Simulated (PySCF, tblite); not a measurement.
# C₅H₉BOS₂: geometry, infrared bands and NMR shifts

Aim: predict the infrared bands and NMR shifts of C₅H₉BOS₂ (`C=CCO[C@H]1CSBS1`).

The runs use tblite 0.8.0 and PySCF 2.14.0, with density-fitted response routines of our own; the level of theory stands in each step. All values are computed, except where a source is named. Atoms are numbered from 0 throughout.

### Step 1. The starting structure

18 atoms, charge 0, multiplicity 1; geometry from: force field or distance geometry start.

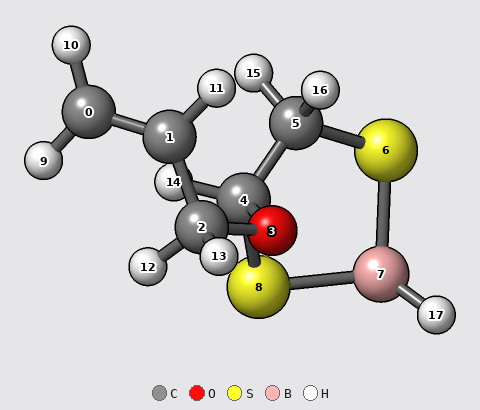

As it starts; carbon grey, oxygen red, sulfur yellow, boron pink, hydrogen white, atoms numbered.

### Step 2. Optimising the geometry with GFN2-xTB

Job settings and geometry (Å):

```
{"job": {"kind": "relax", "xc": "GFN2-xTB", "basis": "xTB"}, "charge": 0, "multiplicity": 1}
C      2.596400    -0.723400    -0.541200
C      1.864300     0.084900     0.216500
C      1.108000     1.245000    -0.291700
O     -0.258300     1.081700    -0.005800
C     -0.692700    -0.101600    -0.600900
C     -1.211500    -1.011500     0.435000
S     -2.952300    -0.869000     0.658700
B     -3.421200     0.551900    -0.509900
S     -1.988500     0.351100    -1.753400
H      2.630500    -0.539000    -1.605500
H      3.108800    -1.539600    -0.088700
H      1.808800    -0.092500     1.299400
H      1.212100     1.238400    -1.402700
H      1.483200     2.211700     0.081800
H      0.100000    -0.616000    -1.176900
H     -0.924500    -2.072400     0.199000
H     -0.699600    -0.781700     1.405000
H     -3.772200     1.588400    -0.033900
```

Started as:

```sh
> OMP_NUM_THREADS=1 python probes_run.py task.json out
```

This one command runs all jobs of the session in turn.

Standard output:

```text
step      E/eV     max force
  0    -735.62003    3.238
  1    -736.01053    2.555
  2    -736.34212    1.634
  3    -736.50363    1.487
  4    -736.61785    1.053
  5    -736.69632    0.669
  6    -736.74743    0.639
  7    -736.79551    0.662
  8    -736.84383    0.729
  9    -736.90654    0.799
 10    -736.96871    0.786
 11    -737.02238    0.668
 12    -737.06933    0.540
 13    -737.10746    0.486
 14    -737.13471    0.504
 15    -737.15768    0.364
 16    -737.17823    0.356
 17    -737.19722    0.390
 18    -737.21489    0.441
 19    -737.23034    0.350
 20    -737.24335    0.283
 21    -737.25623    0.278
 22    -737.26571    0.261
 23    -737.27393    0.223
 24    -737.27959    0.139
 25    -737.28384    0.142
 26    -737.28713    0.144
 27    -737.28949    0.103
 28    -737.29112    0.086
 29    -737.29235    0.071
 30    -737.29324    0.075
 31    -737.29384    0.059
 32    -737.29428    0.059
 33    -737.29463    0.043
 34    -737.29492    0.039
 35    -737.29517    0.043
 36    -737.29540    0.054
 37    -737.29565    0.047
 38    -737.29590    0.039
 39    -737.29615    0.035
 40    -737.29639    0.049
 41    -737.29664    0.048
 42    -737.29691    0.048
 43    -737.29722    0.053
 44    -737.29759    0.047
 45    -737.29803    0.057
 46    -737.29851    0.057
 47    -737.29897    0.059
 48    -737.29941    0.056
 49    -737.29991    0.063
 50    -737.30052    0.068
 51    -737.30116    0.077
 52    -737.30173    0.055
 53    -737.30229    0.061
 54    -737.30304    0.085
 55    -737.30422    0.107
 56    -737.30582    0.138
 57    -737.30732    0.102
 58    -737.30841    0.091
 59    -737.30919    0.072
 60    -737.30989    0.082
 61    -737.31063    0.081
 62    -737.31125    0.055
 63    -737.31176    0.071
 64    -737.31234    0.079
 65    -737.31311    0.095
 66    -737.31421    0.115
 67    -737.31538    0.080
 68    -737.31652    0.114
 69    -737.31791    0.135
 70    -737.31966    0.152
 71    -737.32112    0.167
 72    -737.32248    0.113
 73    -737.32356    0.107
 74    -737.32535    0.106
 75    -737.32654    0.106
 76    -737.32834    0.097
 77    -737.32991    0.089
 78    -737.33174    0.092
 79    -737.33358    0.114
 80    -737.33559    0.131
 81    -737.33746    0.094
 82    -737.33901    0.093
 83    -737.33958    0.120
 84    -737.34044    0.182
 85    -737.34198    0.083
 86    -737.34288    0.074
 87    -737.34457    0.083
 88    -737.34574    0.095
 89    -737.34765    0.101
 90    -737.34978    0.111
 91    -737.35270    0.122
 92    -737.35559    0.118
 93    -737.35799    0.113
 94    -737.35988    0.103
 95    -737.36163    0.146
 96    -737.36353    0.124
 97    -737.36606    0.075
 98    -737.36709    0.064
 99    -737.36797    0.050
100    -737.36848    0.041
101    -737.36882    0.035
102    -737.36907    0.028
103    -737.36927    0.044
104    -737.36947    0.037
105    -737.36972    0.044
106    -737.37005    0.050
107    -737.37045    0.058
108    -737.37096    0.058
109    -737.37170    0.061
110    -737.37276    0.079
111    -737.37415    0.114
112    -737.37591    0.129
113    -737.37806    0.122
114    -737.38070    0.095
115    -737.38318    0.129
116    -737.38502    0.110
117    -737.38666    0.106
118    -737.38838    0.086
119    -737.39060    0.101
120    -737.39248    0.098
121    -737.39404    0.105
122    -737.39496    0.068
123    -737.39568    0.052
124    -737.39629    0.071
125    -737.39676    0.050
126    -737.39721    0.061
127    -737.39755    0.038
128    -737.39778    0.040
129    -737.39805    0.034
130    -737.39820    0.025
131    -737.39830    0.025
132    -737.39835    0.013
133    -737.39839    0.010
134    -737.39841    0.010
```

Run time: 3.6 s. Hardware: 1 thread of Intel Xeon at 2.50GHz, shared host; peak memory 0.18 GiB.

Step by step: (not every step is listed)

```csv
step,energy from step 0 (eV),largest force (eV/Å)
0,0.0000,3.2381
1,-0.3905,2.5550
2,-0.7221,1.6339
3,-0.8836,1.4871
4,-0.9978,1.0534
5,-1.0763,0.6693
6,-1.1274,0.6393
7,-1.1755,0.6624
8,-1.2238,0.7291
20,-1.6233,0.2832
32,-1.6742,0.0593
44,-1.6776,0.0468
56,-1.6858,0.1379
68,-1.6965,0.1144
80,-1.7156,0.1310
92,-1.7356,0.1183
104,-1.7494,0.0372
116,-1.7650,0.1096
128,-1.7777,0.0396
129,-1.7780,0.0336
130,-1.7782,0.0247
131,-1.7783,0.0254
132,-1.7783,0.0131
133,-1.7784,0.0099
134,-1.7784,0.0096
```

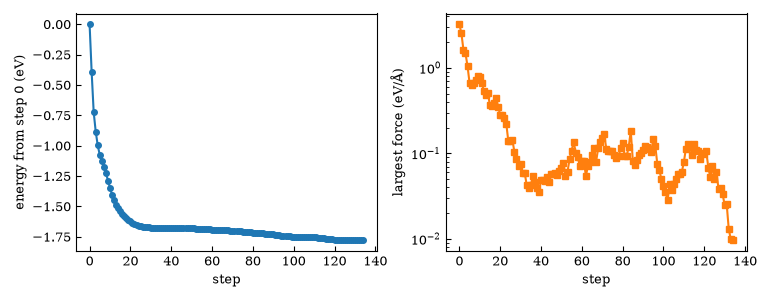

Energy and force, step by step.

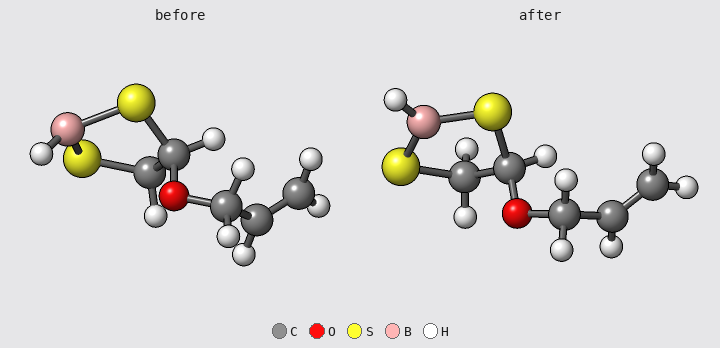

The geometry before (left) and after (right).

Close pairs (by a distance rule), those that changed most:

```csv
bond,before (Å),after (Å),change (Å)
B7–S8,1.908,1.775,-0.132
S6–B7,1.899,1.769,-0.130
C4–S8,1.792,1.871,+0.079
C5–S6,1.761,1.835,+0.075
C4–C5,1.473,1.516,+0.043
C5–H15,1.124,1.090,-0.034
C5–H16,1.121,1.088,-0.032
B7–H17,1.193,1.161,-0.032
```

The end geometry stands in the next job.

### Step 3. Infrared spectrum with GFN2-xTB

Job settings and geometry (Å):

```
{"job": {"kind": "ir", "xc": "GFN2-xTB", "basis": "xTB"}, "charge": 0, "multiplicity": 1}
C      2.931976    -0.296355    -1.070608
C      2.238056     0.049845    -0.003049
C      1.147117     1.079504    -0.006940
O     -0.048174     0.607182     0.597710
C     -0.684938    -0.406821    -0.094658
C     -1.757519    -1.016900     0.785577
S     -3.298606    -0.021140     0.736904
B     -3.048802     0.641366    -0.884151
S     -1.488439     0.267442    -1.644156
H      2.750720     0.153393    -2.033234
H      3.717041    -1.031803    -1.025217
H      2.419517    -0.411926     0.958891
H      0.938971     1.417952    -1.030425
H      1.438351     1.939276     0.604372
H      0.027449    -1.167322    -0.444164
H     -2.011925    -2.021031     0.447401
H     -1.418075    -1.043742     1.819426
H     -3.861481     1.267398    -1.428831
```

Standard output:

```text
mode    cm-1     km/mol
  1      38.6      0.27
  2      50.5      0.31
  3      67.8      0.14
  4     119.8      2.34
  5     184.9      1.22
  6     228.0     10.38
  7     286.6      0.69
  8     356.7      6.62
  9     381.1      3.18
 10     427.0      1.91
 11     442.3      6.30
 12     546.6      5.12
 13     636.2      8.76
 14     666.0     62.84
 15     668.6      2.22
 16     733.2     20.23
 17     744.3      6.75
 18     792.6     29.17
 19     838.3      1.83
 20     904.5     11.26
 21     917.2      1.81
 22     945.2     11.17
 23     975.7    151.54
 24    1009.9     17.29
 25    1029.1     48.96
 26    1044.7     18.81
 27    1081.6     82.80
 28    1123.8      3.45
 29    1151.8     78.05
 30    1169.9     12.22
 31    1217.3     26.03
 32    1235.0     12.05
 33    1264.5      2.40
 34    1298.4     12.17
 35    1316.8      7.50
 36    1409.2      0.22
 37    1418.1      3.65
 38    1440.8      6.46
 39    1715.1      2.84
 40    2732.9     59.66
 41    2875.1     20.79
 42    2903.6     26.53
 43    2950.4     14.86
 44    2992.4      6.28
 45    3016.6      1.33
 46    3062.2     21.86
 47    3100.8     13.20
 48    3129.2     38.98
```

Wall time 2.5 s (1 thread of Intel Xeon at 2.50GHz, shared host); peak memory 0.18 GiB.

Which atoms move in the most intense modes:

```csv
cm⁻¹,km/mol,atoms
666,62.8,"H17 74 %, B7 23 %"
793,29.2,"H17 43 %, B7 37 %, S6 11 %"
976,151.5,"H17 51 %, B7 40 %"
1029,49.0,"H11 38 %, H9 30 %"
1082,82.8,"O3 31 %, C2 20 %, H16 17 %, H14 17 %"
1152,78.0,"H16 25 %, C4 20 %, H15 15 %"
2733,59.7,H17 92 %
3129,39.0,"H10 61 %, H9 28 %"
```

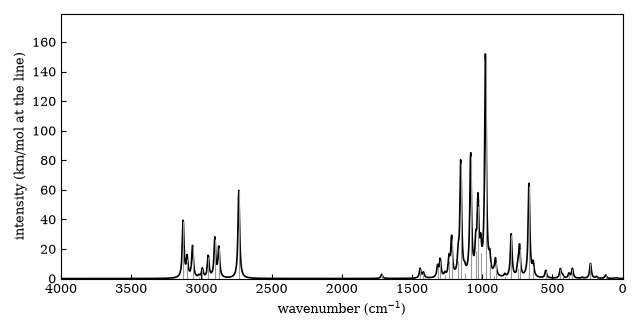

The infrared spectrum from these modes, unscaled. Lines are broadened to a width of 14 cm⁻¹ (Lorentzian).

### Step 4. NMR shieldings: PBE0/pcSseg-1

Settings changed since step 3:

```diff
@@ -1,2 +1,2 @@
-{"job": {"kind": "ir", "xc": "GFN2-xTB", "basis": "xTB"}, "charge": 0, "multiplicity": 1}
+{"job": {"kind": "nmr", "xc": "PBE0", "basis": "pcSseg-1"}, "charge": 0, "multiplicity": 1}
 C      2.931976    -0.296355    -1.070608
```

With the program's defaults for keys left out, this is: GIAO PBE0/pcSseg-1 NMR shielding, non-relativistic, gas phase.

Standard output:

```text
coarse grid: 16432 points
cycle   1  E = -1091.5920724427  dE =  1.280e+00  |g| = 5.659e-01  |ddm| = 3.936e+00
cycle   2  E = -1091.5439460207  dE =  4.813e-02  |g| = 7.842e-01  |ddm| = 1.108e+00
cycle   3  E = -1091.6576500276  dE = -1.137e-01  |g| = 9.651e-02  |ddm| = 6.755e-01
cycle   4  E = -1091.6593668099  dE = -1.717e-03  |g| = 3.433e-02  |ddm| = 1.114e-01
cycle   5  E = -1091.6596294534  dE = -2.626e-04  |g| = 9.519e-03  |ddm| = 4.011e-02
cycle   6  E = -1091.6596487768  dE = -1.932e-05  |g| = 4.006e-03  |ddm| = 1.346e-02
cycle   7  E = -1091.6596527860  dE = -4.009e-06  |g| = 9.701e-04  |ddm| = 4.935e-03
final grid: 150296 points
cycle   8  E = -1091.7279065386  dE = -3.802e-05  |g| = 1.322e-02  |ddm| = 3.386e-02
cycle   9  E = -1091.7278731211  dE =  3.342e-05  |g| = 1.842e-02  |ddm| = 2.467e-02
cycle  10  E = -1091.7279439812  dE = -7.086e-05  |g| = 1.676e-03  |ddm| = 1.476e-02
cycle  11  E = -1091.7279445856  dE = -6.044e-07  |g| = 2.307e-04  |ddm| = 1.616e-03
cycle  12  E = -1091.7279445963  dE = -1.073e-08  |g| = 1.094e-04  |ddm| = 3.382e-04
cycle  13  E = -1091.7279445993  dE = -3.028e-09  |g| = 2.619e-05  |ddm| = 1.306e-04
cycle  14  E = -1091.7279445995  dE = -1.514e-10  |g| = 7.065e-06  |ddm| = 2.683e-05
converged SCF energy = -1091.7279445995

GIAO shielding tensors (ppm)
atom      isotropic    diamagn.    paramagn.     s11        s22        s33       span
  0 C       57.899     253.875    -195.975    -60.795     71.143    163.349    224.144
  1 C       42.917     258.971    -216.054    -71.908     48.284    152.377    224.285
  2 C      113.706     244.829    -131.123     86.395    105.421    149.303     62.908
  3 O      240.336     400.464    -160.128    207.922    223.878    289.209     81.287
  4 C       91.454     249.310    -157.856     53.362    102.419    118.582     65.220
  5 C      136.975     250.219    -113.244    102.360    147.573    160.992     58.632
  6 S      398.544    1056.599    -658.055    262.115    351.253    582.265    320.150
  7 B       42.457     197.424    -154.967     -6.591     19.147    114.815    121.406
  8 S      351.905    1058.991    -707.085    231.300    382.088    442.328    211.028
  9 H       25.910      31.109      -5.200     22.163     25.586     29.981      7.818
 10 H       25.995      28.445      -2.450     22.678     25.315     29.993      7.315
 11 H       25.629      32.422      -6.793     22.739     25.640     28.509      5.770
 12 H       27.452      32.084      -4.632     22.899     27.565     31.892      8.993
 13 H       27.302      29.651      -2.348     22.609     26.539     32.759     10.150
 14 H       25.915      33.893      -7.978     22.349     25.704     29.691      7.342
 15 H       28.529      30.321      -1.792     22.224     27.625     35.736     13.512
 16 H       28.174      31.167      -2.994     22.494     27.426     34.602     12.109
 17 H       25.008      28.208      -3.200     24.684     24.954     25.386      0.702
```

Wall time 1.7 min (1 thread of Intel Xeon at 2.50GHz, shared host); peak memory 0.95 GiB.

The references, computed at this level on geometries of the same kind, shield at (ppm): ¹H TMS 31.72, ¹³C TMS 186.9, ¹⁷O H2O 336.1, ¹¹B BF3·OEt2 100.1, ³³S CS2 504. Their shielding less the atom's gives the shift. The references are single molecules in the gas phase, so shifts against H2O, NH3, PH3, H3PO4 or CFCl3 are not on the usual liquid scales and can be off by tens of ppm.

```csv
atoms,environment,σ (ppm),δ (ppm),δ scaled to CDCl3
C1,alkene CH,42.9,144.0,138.6
C0,terminal =CH2 carbon,57.9,129.0,124.0
C4,sp3 CH bonded to O and S,91.5,95.5,86.9
C2,allylic sp3 CH2 bonded to O,113.7,73.2,69.5
C5,sp3 CH2 bonded to S,137.0,49.9,42.4
H17,"hydrogen on a boron bonded to 2 S, in a 5-membered ring",25.01,6.71,–
H11,hydrogen on an alkene CH,25.63,6.09,5.84
H9,hydrogen on a terminal =CH2 carbon,25.91,5.81,5.58
H14,hydrogen on an sp3 CH bonded to O and S,25.91,5.80,5.58
H10,hydrogen on a terminal =CH2 carbon,26.00,5.72,5.50
H13,hydrogen on an allylic sp3 CH2 bonded to O,27.30,4.41,4.27
H12,hydrogen on an allylic sp3 CH2 bonded to O,27.45,4.26,4.13
H16,hydrogen on an sp3 CH2 bonded to S,28.17,3.54,3.45
H15,hydrogen on an sp3 CH2 bonded to S,28.53,3.19,3.11
O3,ether oxygen,240.3,95.7,–
S8,"sulfur bonded to C, B, in a 5-membered ring",352,152,–
S6,"sulfur bonded to C, B, in a 5-membered ring",399,105,–
B7,"boron bonded to 2 S, H, in a 5-membered ring",42.5,57.6,–
```

The scaled column applies a straight-line fit of computed shieldings to shifts measured in CDCl3, with any fitted terms for Cl, Br or S neighbours (root-mean-square error 0.16 ppm for H, 1.9 ppm for C).

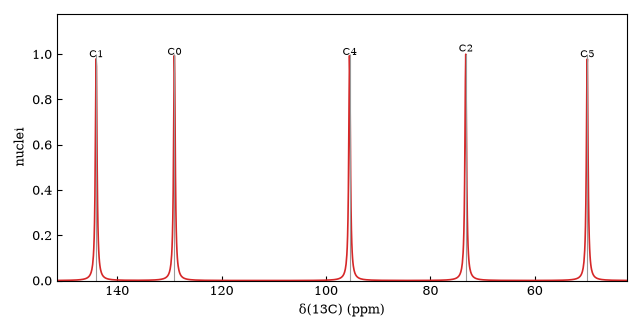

¹³C lines at the computed shifts, without couplings. Lines are broadened to a width of 0.38 ppm (Lorentzian).

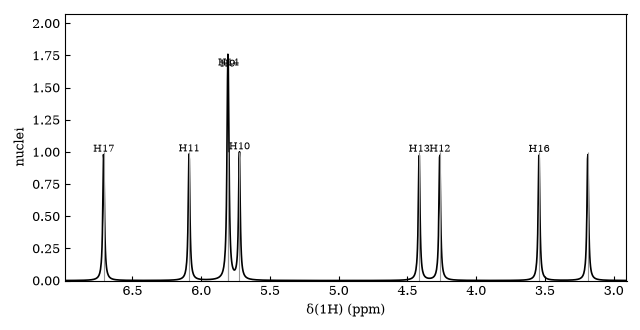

¹H lines at the computed shifts, without couplings. Lines are broadened to a width of 0.01 ppm (Lorentzian).

The run also stored atomic charges by several schemes (e):

```csv
atoms,Mulliken,IAO,Hirshfeld,ESP fit
C0,-0.12,-0.31,-0.09,-0.44
C1,-0.31,-0.16,-0.04,-0.13
C2,0.12,-0.07,0.00,0.06
O3,-0.47,-0.38,-0.13,-0.29
C4,-0.09,0.02,0.04,0.08
C5,-0.24,-0.35,-0.08,-0.21
S6,-0.10,0.13,-0.01,-0.16
B7,0.13,-0.24,0.03,0.12
S8,-0.12,0.06,-0.03,-0.20
```

ESP fit charges:

C0 -0.44; C1 -0.13; C2 0.06; O3 -0.29; C4 0.08; C5 -0.21; S6 -0.16; B7 0.12; S8 -0.20; H9 0.21; H10 0.19; H11 0.14; H12 0.08; H13 0.10; H14 0.14; H15 0.14; H16 0.17; H17 0.02

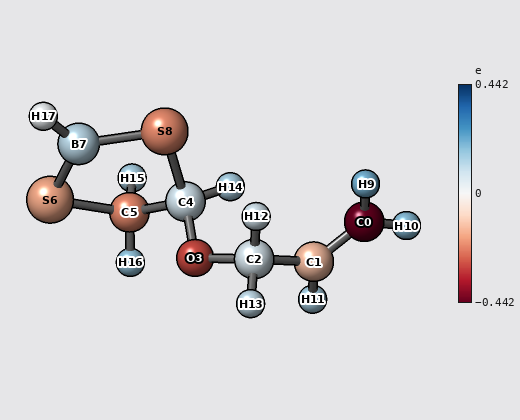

ESP fit charges, as colours on the atoms.

Mayer bond orders: C0–C1 1.96, C1–C2 1.04, C2–O3 0.89, O3–C4 0.94, C4–C5 1.01, C5–S6 0.99, S6–B7 1.22, B7–S8 1.16, S8–C4 1.01.

Ring of atoms C4, C5, S6, B7, S8: NICS(0) -6.0, NICS(1) -4.4, NICS(1)zz -3.8 ppm (means of both faces).

### Step 5. Summary of results

| quantity | value |
| --- | --- |
| strongest single infrared mode (GFN2-xTB) | 976 cm⁻¹, 152 km/mol |
| zero-point energy (GFN2-xTB) | 83.8 kcal/mol |
| ¹³C shifts against TMS (PBE0/pcSseg-1) | 144.0, 129.0, 95.5, 73.2, 49.9 ppm |
| ¹H shifts against TMS (PBE0/pcSseg-1) | 6.71, 6.09, 5.81, 5.80, 5.72, 4.41, 4.26, 3.54, 3.19 ppm |
| ¹⁷O shifts against H2O (PBE0/pcSseg-1) | 95.7 ppm |
| ³³S shifts against CS2 (PBE0/pcSseg-1) | 152, 105 ppm |
| ¹¹B shifts against BF3·OEt2 (PBE0/pcSseg-1) | 57.6 ppm |

Over 134 steps the energy fell by 1.778 eV; of the close pairs, B7–S8 changed most, 1.908 to 1.775 Å. No mode is imaginary among the 48: a minimum at this level. The strongest single mode, at 976 cm⁻¹, moves mainly H17 and B7. GFN2-xTB is a fitted tight-binding method: band positions and strengths are rough. Its intensities can rank the bands wrongly. C1 (alkene CH) lies farthest downfield among carbon, at 144.0 ppm; the olefinic region. At PBE0/pcSseg-1: The widest tensor belongs to S6: span 320 ppm, with a paramagnetic part of -658 ppm.
